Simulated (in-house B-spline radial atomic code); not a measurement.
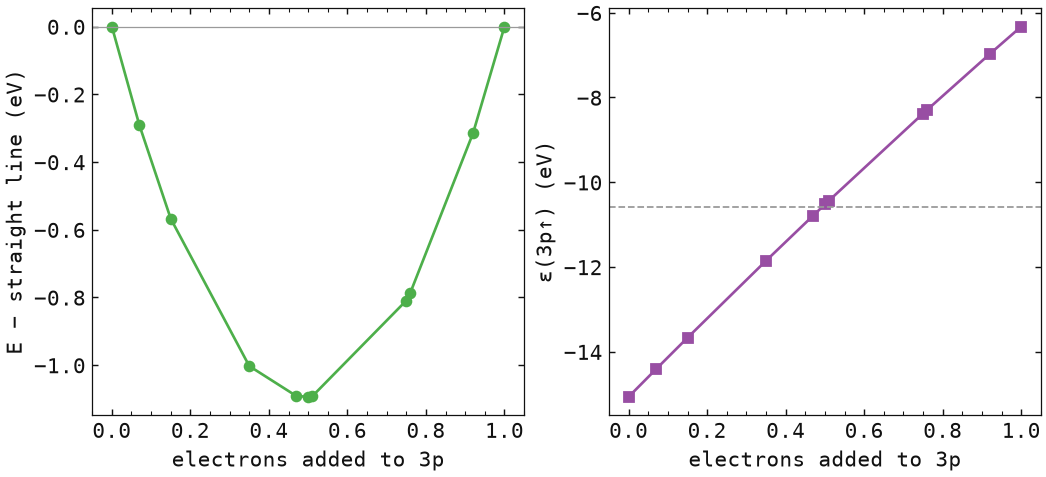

Theory: non-relativistic BP86, spin-polarised, spherical fractional occupations, point nucleus, basis-set limit (computed with an in-house B-spline radial code). The occupation of the 3p shell is varied from P⁺ ([Ne] 3s2 3p2 (high spin)) to P ([Ne] 3s2 3p3 (high spin)), with spherical fractional occupations. The plot shows the total energy less the straight line between the end points, and the eigenvalue of 3p↑ (the dashed line is minus the energy to take the whole electron out).

Is the energy convex or concave in the occupation, and by how much?

Answer. The curve is convex (below the straight line), with the largest deviation among the points computed, −1.09 eV, at 0.5. The end points differ by 10.6 eV, the energy to take the electron out. The eigenvalue, which is the slope of the energy (Janak's theorem), moves from −15.1 eV at 0 to −6.33 eV at 1; for a straight line it would stay constant, and a parabola would sag by an eighth of this change, scaled to a whole electron, 1.09 eV. Convexity is the mark of the delocalisation error, which puts fractional charges too low; for p, d and f shells the spherical spreading of the fraction adds to it.
